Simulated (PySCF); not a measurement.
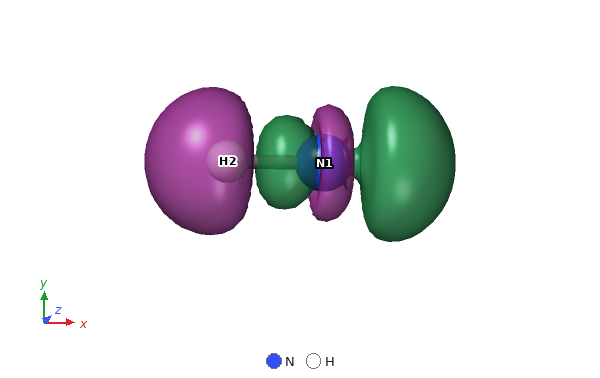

HN, triplet, SMILES `[NH]`. Change of the electron density in a uniform field of 0.41 V/Å, surfaces at ±0.003 e/Å³ (green: gain, purple: loss).

Level of theory: ωB97X/def2-SVPD (PySCF), at a geometry from GFN2-xTB. No frequency check shows the geometry to be a minimum. The stability of the open-shell solution wasn't checked. GFN2-xTB doesn't know the spin state, so this open-shell geometry is rough.

### Along which Cartesian direction does the field point?

Along −x: electrons gather on the +x side, against the field.

### What dipole is induced, and what polarisability does it imply?

The induced dipole is 0.22 D (along the field); α along this axis, from the fields in both directions, is 11 bohr³ (1.6 Å³).

### Which atoms gain and lose the most charge?

Electrons gather most on N1 (Hirshfeld charge changes by −0.015 e) and leave H2 most (+0.015 e); 0.025 electrons are displaced in all.
